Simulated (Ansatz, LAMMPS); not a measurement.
# Amorphous 64SiO2-25Y2O3-11Al2O3 (mol %) (164 atoms): geometry optimisation, part 2 of 3

Aim: bring amorphous 64SiO2-25Y2O3-11Al2O3 (mol %) (164 atoms) to a nearby minimum of the energy and see what moves.

Ansatz 0.2.0; Kohn-Sham DFT, r2SCAN, PAW (set soft_2), plane waves.

The cell: 28 Si, 22 Y, 10 Al and 104 O. The quench rate of 1000 K/ps far exceeds what a furnace or splat quench reaches. The network of bonds at the start is that of the classical potential that made the cell. Sampling is at Γ alone, for a cell whose shortest periodic width is 13 Å.

So far. Step 3 (Single point at the start): Neighbours are counted within 2.16 Å (O-Si), 3.18 Å (O-Y), 2.33 Å (O-Al).

## Step 4: Cell and atoms relaxed

Cell and atoms are freed together, to release stress as well as forces.

input.yaml

```yaml
crystal:
  lattice:
    - [13.03386, 0.0, 0.0]
    - [0.0, 13.03386, 0.0]
    - [0.0, 0.0, 13.03386]
  atoms:
    [... the 164 atom lines of step 3 ...]
kpoints:
  mp_grid: { grid: [1, 1, 1] }
hamiltonian:
  xc: r2scan
scf:
  occupations: { method: fixed }
output:
  forces: true
relax:
  f_tol: 0.05
  max_steps: 91
  cell: {}
```

Launch:

```
ansatz run input.yaml --threads 4 --pin off --max-ram 8192MiB --backend cpu --events-out ev --progress --plain --runs-dir out
```

Numbers of over 12 decimals in the logs are rounded to 6 here.

The log of the run:

```text
[...]
Crystal: 164 atoms, lattice volume = 2214.212 Å³
Basis set: ecut = 500 eV, 56115 PW (Γ), exchange–correlation on 384×384×384 points (64 copies of the dense FFT grid, shifted against one another)
Bands: 668, of which v1, the nominal top of the filled ones, is band 504 counted from 1 (503 counted from 0)
Symmetry: 1 space group operations
[...]
k-points: 1
[...]
SCF iter   1: F=—  HF=-167593.987714 eV  |F-HF|=—  |Δ(HF+E_count)|=         —  Δρ=8.96e-3  dr2=2.16e0  dr2_τ=1.11e1  ethr=1.77e-3  ⟨swp⟩=7.0  Hψ=2507  notcnv=0  defer=161
[...]
SCF iter   3: F=—  HF=-167598.118814 eV  |F-HF|=—  |Δ(HF+E_count)|=   5.25e-2  Δρ=1.81e-3  dr2=6.06e-2  dr2_τ=6.76e-3  ethr=3.78e-5  ⟨swp⟩=3.0  Hψ=827  notcnv=0  defer=158
automatic band count: iteration 3 solves 664 bands in place of 668: the levels show a gap, and the empty bands left out lie too high to hold charge; the band table lists the bands solved (type scf.n_extra_bands for more)
SCF iter   4: F=—  HF=-167598.110993 eV  |F-HF|=—  |Δ(HF+E_count)|=   7.82e-3  Δρ=6.37e-4  dr2=7.38e-3  dr2_τ=1.49e-3  ethr=6.01e-6  ⟨swp⟩=3.0  Hψ=847  notcnv=0  defer=158
[...]
SCF iter  10: F=-167598.114807 eV  HF=-167598.114807 eV  |F-HF|=1.70e-8  |Δ(HF+E_count)|=   5.32e-8  Δρ=1.57e-6  dr2=5.17e-8  dr2_τ=6.22e-9  ethr=9.92e-12  ⟨swp⟩=4.0  Hψ=1962  notcnv=0
SCF 1 converged in 10 iterations: F = -167598.114807 eV  dr2 = 5.17e-8
[...]
relax step   1: F+E_penalty+E_count = -167598.11480705 eV  Δ(F+E_penalty+E_count) = +0.000e0 eV  max|allowed force component| = 2.047e0 eV/Å  Δτ_max = 0.0000 Å  P = -3.442 GPa  Ω = 2214.212 Å³  (10 SCF iters, dr2 threshold 1.00e-7 eV, accepted)
[... from here on, the SCF cycles and remarks between the steps are left out ...]
relax step   2: F+E_penalty+E_count = -167601.74928594 eV  Δ(F+E_penalty+E_count) = -3.634e0 eV  max|allowed force component| = 1.440e0 eV/Å  Δτ_max = 0.1949 Å  P = +1.312 GPa  Ω = 2126.828 Å³  energy of the carried Pulay correction = +3.849e-2 eV  (8 SCF iters, dr2 threshold 1.64e-5 eV, accepted)
relax step   3: F+E_penalty+E_count = -167603.26576993 eV  Δ(F+E_penalty+E_count) = -1.516e0 eV  max|allowed force component| = 9.850e-1 eV/Å  Δτ_max = 0.1079 Å  P = +0.385 GPa  Ω = 2141.820 Å³  energy of the carried Pulay correction = +3.178e-2 eV  (7 SCF iters, dr2 threshold 1.64e-5 eV, accepted)
relax step   4: F+E_penalty+E_count = -167604.43136032 eV  Δ(F+E_penalty+E_count) = -1.166e0 eV  max|allowed force component| = 4.251e-1 eV/Å  Δτ_max = 0.2000 Å  P = -0.020 GPa  Ω = 2147.313 Å³  energy of the carried Pulay correction = +2.933e-2 eV  (7 SCF iters, dr2 threshold 1.64e-5 eV, accepted)
relax step   5: F+E_penalty+E_count = -167604.86818176 eV  Δ(F+E_penalty+E_count) = -4.368e-1 eV  max|allowed force component| = 3.933e-1 eV/Å  Δτ_max = 0.2000 Å  P = -0.047 GPa  Ω = 2146.605 Å³  energy of the carried Pulay correction = +2.965e-2 eV  (8 SCF iters, dr2 threshold 1.13e-5 eV, accepted)
relax step   6: F+E_penalty+E_count = -167605.11938038 eV  Δ(F+E_penalty+E_count) = -2.512e-1 eV  max|allowed force component| = 2.972e-1 eV/Å  Δτ_max = 0.1906 Å  P = -0.121 GPa  Ω = 2146.777 Å³  energy of the carried Pulay correction = +2.957e-2 eV  (7 SCF iters, dr2 threshold 9.67e-6 eV, accepted)
relax step   7: F+E_penalty+E_count = -167605.39545146 eV  Δ(F+E_penalty+E_count) = -2.761e-1 eV  max|allowed force component| = 2.680e-1 eV/Å  Δτ_max = 0.2000 Å  P = -0.081 GPa  Ω = 2145.665 Å³  energy of the carried Pulay correction = +3.006e-2 eV  (8 SCF iters, dr2 threshold 5.52e-6 eV, accepted)
relax step   8: F+E_penalty+E_count = -167605.58180288 eV  Δ(F+E_penalty+E_count) = -1.864e-1 eV  max|allowed force component| = 3.839e-1 eV/Å  Δτ_max = 0.1947 Å  P = -0.098 GPa  Ω = 2144.230 Å³  energy of the carried Pulay correction = +3.070e-2 eV  (8 SCF iters, dr2 threshold 4.49e-6 eV, accepted)
relax step   9: F+E_penalty+E_count = -167605.51383888 eV  Δ(F+E_penalty+E_count) = +6.796e-2 eV  max|allowed force component| = 7.174e-1 eV/Å  Δτ_max = 0.1931 Å  P = -0.064 GPa  Ω = 2140.741 Å³  energy of the carried Pulay correction = +3.226e-2 eV  (8 SCF iters, dr2 threshold 9.21e-6 eV, rejected (line search))
relax step  10: F+E_penalty+E_count = -167605.66289312 eV  Δ(F+E_penalty+E_count) = -8.109e-2 eV  max|allowed force component| = 2.884e-1 eV/Å  Δτ_max = 0.0923 Å  P = +0.054 GPa  Ω = 2142.150 Å³  energy of the carried Pulay correction = +3.163e-2 eV  (12 SCF iters, accepted)
relax step  11: F+E_penalty+E_count = -167605.72438494 eV  Δ(F+E_penalty+E_count) = -6.149e-2 eV  max|allowed force component| = 2.413e-1 eV/Å  Δτ_max = 0.1000 Å  P = +0.043 GPa  Ω = 2140.816 Å³  energy of the carried Pulay correction = +3.223e-2 eV  (7 SCF iters, dr2 threshold 5.20e-6 eV, accepted)
relax step  12: F+E_penalty+E_count = -167605.78671353 eV  Δ(F+E_penalty+E_count) = -6.233e-2 eV  max|allowed force component| = 1.880e-1 eV/Å  Δτ_max = 0.1453 Å  P = +0.026 GPa  Ω = 2137.834 Å³  energy of the carried Pulay correction = +3.356e-2 eV  (7 SCF iters, dr2 threshold 3.64e-6 eV, accepted)
relax step  13: F+E_penalty+E_count = -167605.76686301 eV  Δ(F+E_penalty+E_count) = +1.985e-2 eV  max|allowed force component| = 3.629e-1 eV/Å  Δτ_max = 0.2000 Å  P = -0.032 GPa  Ω = 2134.013 Å³  energy of the carried Pulay correction = +3.527e-2 eV  (9 SCF iters, dr2 threshold 2.21e-6 eV, rejected (line search))
relax step  14: F+E_penalty+E_count = -167605.83804195 eV  Δ(F+E_penalty+E_count) = -5.133e-2 eV  max|allowed force component| = 2.323e-1 eV/Å  Δτ_max = 0.0970 Å  P = -0.011 GPa  Ω = 2136.069 Å³  energy of the carried Pulay correction = +3.435e-2 eV  (12 SCF iters, accepted)
relax step  15: F+E_penalty+E_count = -167605.85570950 eV  Δ(F+E_penalty+E_count) = -1.767e-2 eV  max|allowed force component| = 1.187e-1 eV/Å  Δτ_max = 0.1000 Å  P = -0.003 GPa  Ω = 2136.475 Å³  energy of the carried Pulay correction = +3.417e-2 eV  (8 SCF iters, dr2 threshold 3.37e-6 eV, accepted)
relax step  16: F+E_penalty+E_count = -167605.86578157 eV  Δ(F+E_penalty+E_count) = -1.007e-2 eV  max|allowed force component| = 6.350e-2 eV/Å  Δτ_max = 0.0410 Å  P = +0.002 GPa  Ω = 2135.178 Å³  energy of the carried Pulay correction = +3.475e-2 eV  (7 SCF iters, dr2 threshold 8.80e-7 eV, accepted)
relax step  17: F+E_penalty+E_count = -167605.86731521 eV  Δ(F+E_penalty+E_count) = -1.534e-3 eV  max|allowed force component| = 4.511e-2 eV/Å  Δτ_max = 0.0380 Å  P = +0.006 GPa  Ω = 2136.136 Å³  energy of the carried Pulay correction = +3.432e-2 eV  (8 SCF iters, dr2 threshold 2.52e-7 eV, accepted)
relax step  18: F+E_penalty+E_count = -167605.82338865 eV  Δ(F+E_penalty+E_count) = +4.393e-2 eV  max|allowed force component| = 4.536e-2 eV/Å  Δτ_max = 0.0000 Å  P = +0.022 GPa  Ω = 2136.136 Å³  stress off target by 3.84e-2 GPa  SCF on the basis re-selected at this cell (its energy is not comparable with the rows above)  (6 SCF iters)
basis re-selected at this cell: Δ(F+E_penalty+E_count) = +4.393e-2 eV, ΔP = +0.016 GPa vs the last step (what re-selecting the basis moved, of the pressure what is left beyond the Pulay correction that the steps carried, after the strain that the cell walked since its last selection, [...]
SCF converged after 6 iterations
Free energy (F): -167605.823389 eV
[...]
Internal energy: -167605.823389 eV  (E = F + TS)
E sigma→0 (E₀):  -167605.823389 eV
Fermi energy:    5.659358 eV
[...]
--- Forces (eV/Å), atoms counted from 1 ---
  atom   1  Si    -0.00715289     0.00473062     0.00443575
  atom   2  Si    -0.01309474     0.00063515    -0.00558101
  atom   3  Si    -0.00157774    -0.00915274    -0.00997018
  atom   4  Si    -0.01273564     0.00037424    -0.01453984
  atom   5  Si     0.02286872    -0.02203548    -0.01446356
  atom   6  Si    -0.00251787     0.01624705    -0.03024293
  atom   7  Si    -0.01170124    -0.00878276    -0.01128651
  atom   8  Si     0.01209684     0.01261639     0.02209339
  atom   9  Si    -0.00352308     0.00744980     0.00089222
  atom  10  Si     0.01000313     0.00285972     0.01232901
  atom  11  Si     0.04535907    -0.00076213    -0.00255223
  atom  12  Si    -0.01011836     0.00909341     0.00311401
  atom  13  Si    -0.01032732    -0.00450856     0.01940668
  atom  14  Si     0.00610504    -0.00192598    -0.00566979
[...]
atom 163  O      0.00324647    -0.00403808     0.00389753
  atom 164  O      0.01403459    -0.01222473     0.00099282
  max |Σ_I F_I| component: 1.75e-4 eV/Å
--- Stress (GPa, compression-positive) ---
        0.030092       0.013993      -0.004012
        0.013997       0.006274      -0.001300
       -0.004008      -0.001295       0.028754
  P = ⅓ Tr σ = 0.0217 GPa (0.217 kbar)
--- Relaxed structure (17 steps of the walk, 15 accepted, 1 SCFs on fresh bases) ---
  F+E_penalty+E_count = -167605.82338865 eV   max|allowed force component| = 4.536e-2 eV/Å   (the final SCF, on the basis selected at the relaxed cell)
  cell:  # Å, volume = 2136.1360 Å³
    - [12.854455, 0.112923, 0.172867]
    - [0.112923, 13.153088, 0.439879]
    - [0.172867, 0.439879, 12.652081]
  atoms:
    - { symbol: Si, position: [0.738318, 0.195985, 0.832463] }
    - { symbol: Si, position: [0.965236, 0.312971, 0.135721] }
    - { symbol: Si, position: [0.417400, 0.035950, 0.985626] }
    - { symbol: Si, position: [0.948767, 0.082773, 0.791480] }
[...]
- { symbol: O, position: [0.843719, 0.592795, 0.373659] }
```

Run time: 22 min. Hardware: 4 threads of Arm Neoverse V2, shared host; peak memory 6.2 GiB.

The steps of the relaxation:

```tsv
step	energy less that of the first step (eV)	largest force component (eV/Å)	pressure (GPa)	volume (Å³)
1	0.0000	2.0468	-3.44	2214.21
2	-3.6345	1.4399	1.31	2126.83
3	-5.1510	0.9850	0.38	2141.82
4	-6.3166	0.4251	-0.02	2147.31
5	-6.7534	0.3933	-0.05	2146.61
6	-7.0046	0.2972	-0.12	2146.78
7	-7.2806	0.2680	-0.08	2145.67
8	-7.4670	0.3839	-0.10	2144.23
9	-7.3990	0.7174	-0.06	2140.74
10	-7.5481	0.2884	0.05	2142.15
11	-7.6096	0.2413	0.04	2140.82
12	-7.6719	0.1880	0.03	2137.83
13	-7.6521	0.3629	-0.03	2134.01
14	-7.7232	0.2323	-0.01	2136.07
15	-7.7409	0.1187	0.00	2136.47
16	-7.7510	0.0635	0.00	2135.18
17	-7.7525	0.0451	0.01	2136.14
18*	-7.7086	0.0454	0.02	2136.14
```

Relaxation steps marked * repeat the geometry before them on a plane-wave basis chosen anew for their cell, so energy and pressure can jump there. Relaxation steps 9, 13 were tried and not accepted.

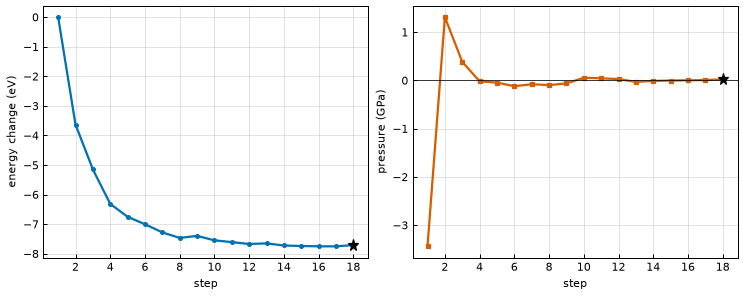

Energy and pressure along the relaxation. Stars mark steps on a basis chosen anew.

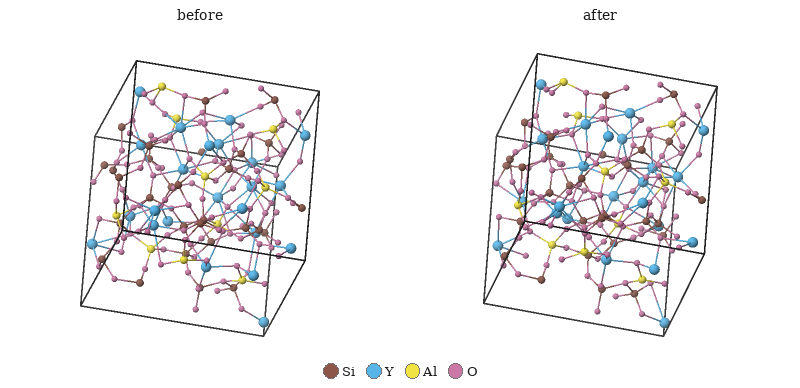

Before and after, at one scale. Bonds to atoms that aren't drawn are left out.

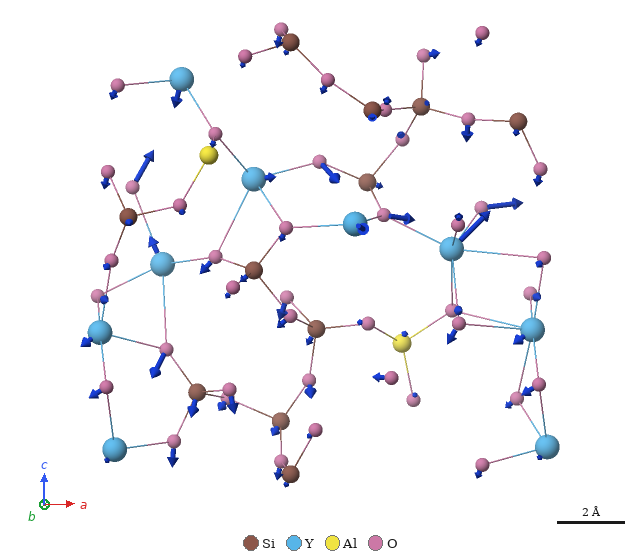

Displacements in the relaxation, exaggerated, measured against the changing cell; the longest in the cell stands for 1.07 Å. Drawn is a slice 4 Å thick, seen along the normal of the ac plane. Bonds to atoms that aren't drawn are left out.

```tsv
cell as run	before	after	change
a (Å)	13.034	12.856	-1.4 %
b (Å)	13.034	13.161	+1.0 %
c (Å)	13.034	12.661	-2.9 %
α (°)	90.00	86.09	-4.3 %
β (°)	90.00	88.43	-1.7 %
γ (°)	90.00	88.98	-1.1 %
volume (Å³/atom)	13.50	13.03	-3.5 %
```

The atoms that moved most (Å, as changes of fractional coordinates times the final cell):

```tsv
atom	dx	dy	dz	length
Y42	0.764	0.227	0.719	1.073
O107	0.350	-0.831	-0.378	0.978
O72	0.907	0.305	0.078	0.960
O83	0.454	0.214	0.760	0.911
O88	-0.348	-0.604	-0.548	0.887
O147	0.657	0.349	-0.138	0.756
Y44	0.235	0.693	-0.177	0.753
Si7	0.450	0.315	0.368	0.661
```

The relaxation changed the energy by -47.0 meV/atom, and atoms moved by 0.32 Å r.m.s., 1.1 Å at most.

## Step 5: Local order after relaxation

Bonds before and after, by the cutoffs listed below:

```tsv
pair	bonds before	bonds after	mean before (Å)	mean after (Å)	spread before (Å)	spread after (Å)
O-Si	112	112	1.634	1.633	0.058	0.043
O-Y	135	141	2.375	2.355	0.184	0.195
O-Al	40	41	1.784	1.784	0.061	0.066
```

Density 3.63 g/cm³, 13.03 Å³ an atom.

g(r), total and by pair (bins of 0.2 Å):

```tsv
r (Å)	total	O-O	O-Si	O-Y	O-Al	Si-Si	Si-Y
1.50	0.58	0.00	2.71	0.00	0.00	0.00	0.00
1.70	2.63	0.00	9.48	0.00	7.50	0.00	0.00
1.90	0.24	0.00	0.09	0.00	2.90	0.00	0.00
2.10	0.43	0.00	0.00	2.43	0.19	0.00	0.00
2.30	0.83	0.00	0.00	4.88	0.00	0.00	0.00
2.50	0.73	1.25	0.00	1.33	0.00	0.00	0.00
2.70	1.47	3.27	0.08	0.77	0.00	0.00	0.19
2.90	1.09	2.02	0.24	0.22	0.39	2.84	0.16
3.10	1.05	1.21	0.70	0.22	0.84	3.39	1.72
3.30	0.80	0.73	0.97	0.31	0.90	0.21	1.39
3.50	1.02	0.95	1.19	0.36	0.99	0.00	2.79
3.70	0.93	0.63	1.29	0.81	0.72	0.47	2.35
3.90	0.98	0.55	1.39	1.00	1.50	1.01	1.10
4.10	1.04	0.67	1.66	1.04	1.55	1.42	0.33
4.30	1.07	0.77	1.31	1.41	1.90	0.81	0.60
4.50	1.06	0.92	0.88	1.88	0.93	0.96	0.82
4.70	1.05	1.19	0.83	1.37	0.63	0.89	0.75
4.90	1.04	1.21	0.72	1.17	0.82	1.07	1.20
5.10	0.98	1.15	0.84	1.00	0.76	0.93	0.69
5.30	1.02	1.25	0.82	0.73	0.87	1.16	1.13
5.50	0.97	1.14	0.80	0.87	0.78	1.09	1.14
5.70	0.96	0.95	1.07	0.86	0.98	0.80	0.98
5.90	0.90	0.86	1.00	0.68	0.94	1.05	1.35
6.10	1.02	0.98	1.09	0.81	1.17	1.05	1.00
```

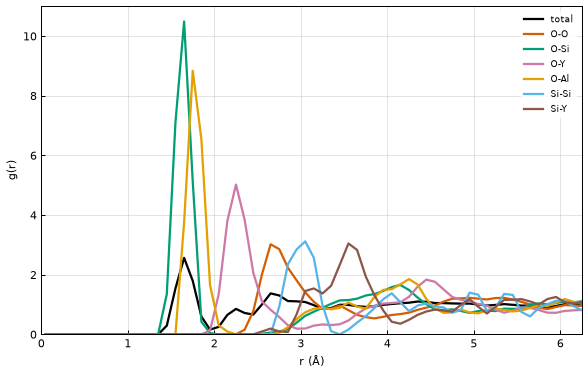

Pair distribution functions, lightly smoothed.

Bonds by pair of elements; cutoffs follow the first minimum of g(r), held within bounds set by covalent radii, and pairs that aren't listed don't count as bonded:

```tsv
pair A-B	cutoff (Å)	bonds	mean length (Å)	spread (Å)	shortest (Å)	B about A	A about B
O-Si	2.12	112	1.63	0.043	1.57	1.08	4
O-Y	3.02	141	2.35	0.195	2.06	1.36	6.41
O-Al	2.43	41	1.78	0.066	1.70	0.394	4.1
```

How many atoms have how many bonded neighbours:

```tsv
element	mean	2	3	4	5	6	7
Al	4.1	0	0	9	1	0	0
O	2.83	32	58	14	0	0	0
Si	4	0	0	28	0	0	0
Y	6.41	0	0	0	1	11	10
```

Bond angles, per cent of each kind in bins of 5°:

```tsv
angle (°)	O-Y-O	O-Si-O	Si-O-Y	Y-O-Y	O-Al-O
55–60	2.3	0.0	0.0	0.0	0.0
60–65	4.2	0.0	0.0	0.0	0.0
65–70	5.5	0.0	0.0	0.0	0.0
70–75	8.1	0.0	0.0	0.0	0.0
75–80	10.6	0.0	1.9	1.1	1.6
80–85	11.2	0.0	1.9	5.8	1.6
85–90	5.5	0.0	2.9	9.2	3.1
90–95	5.2	0.6	5.8	17.2	6.2
95–100	4.2	10.7	11.7	21.8	12.5
100–105	4.9	12.5	7.8	12.6	14.1
105–110	3.9	29.8	2.9	6.9	14.1
110–115	1.6	29.2	4.9	5.8	18.8
115–120	2.6	10.7	3.9	2.3	12.5
120–125	3.6	6.6	11.7	3.5	9.4
125–130	5.2	0.0	9.7	3.5	3.1
130–135	4.7	0.0	8.7	4.6	1.6
135–140	4.7	0.0	11.7	0.0	0.0
140–145	2.3	0.0	4.9	2.3	0.0
145–150	0.3	0.0	2.9	2.3	0.0
150–155	2.9	0.0	1.9	1.1	0.0
155–160	2.3	0.0	1.0	0.0	0.0
160–165	1.3	0.0	1.9	0.0	0.0
165–170	1.3	0.0	0.0	0.0	1.6
170–175	1.3	0.0	1.9	0.0	0.0
175–180	0.5	0.0	0.0	0.0	0.0
```

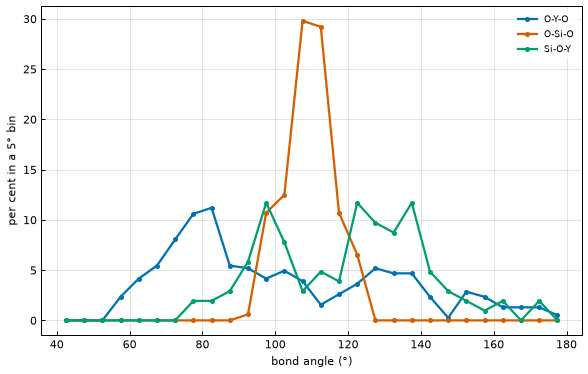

Distributions of the most common bond angles.

Bond angles (no mean is given where the spread exceeds 20°):

```tsv
angle	count	mean (°)	spread (°)
O-Y-O	385	-	-
O-Si-O	168	109	6.7
Si-O-Y	103	-	-
Y-O-Y	87	104	16.5
O-Al-O	64	109	13.5
```

Oxygen atoms by the number of network formers (Si, P, Ge, B, Al, As, Ga) bound to them:

```tsv
network formers bound to O	O atoms	per cent
0	6	5.8
1	45	43.3
2	51	49
3	2	1.9
```

Network units: each former by its oxygen neighbours and how many of them bridge to another former:

```tsv
former	O neighbours	bridging O	atoms
Si	4	1	4
Si	4	2	5
Si	4	3	12
Si	4	4	7
Al	4	2	2
Al	4	3	5
Al	4	4	2
Al	5	3	1
```

Bond length by coordination (bonds to H left out):

```tsv
element	coordination	atoms	mean bond length (Å)
Al	4	9	1.77
Al	5	1	1.88
O	2	32	1.69
O	3	58	2.03
O	4	14	2.26
Y	5	1	2.21
Y	6	11	2.33
Y	7	10	2.39
```

For some of the pairs, g(r) has its first main peak near 2.7 Å (O-O), 1.6 Å (O-Si), 2.3 Å (O-Y), 1.8 Å (O-Al) and 3.0 Å (Si-Si). With the cutoffs above, 90 % of Al atoms have 4, 56 % of O atoms have 3, all Si atoms have 4 and 50 % of Y atoms have 6 bonded neighbours. Counting bonds to Si and Al alone, not to Y, 49 % of the oxygens join two of these atoms and 43 % one; 2 % join three; 6 % join none. The commonest Si unit has 4 oxygens, 3 of them shared with other formers (12 of 28 atoms).

[end of part 2 of 3]

[Logs are printed without paths, hosts, clocks, repeated set-up lines and the standing remarks that a program may print on its own settings, such as how far it seeks lower states.]

[Hosts, paths, dates, database ids (printed as entryN), source tags and the programs' standing remarks are cut or masked in the printed files.]
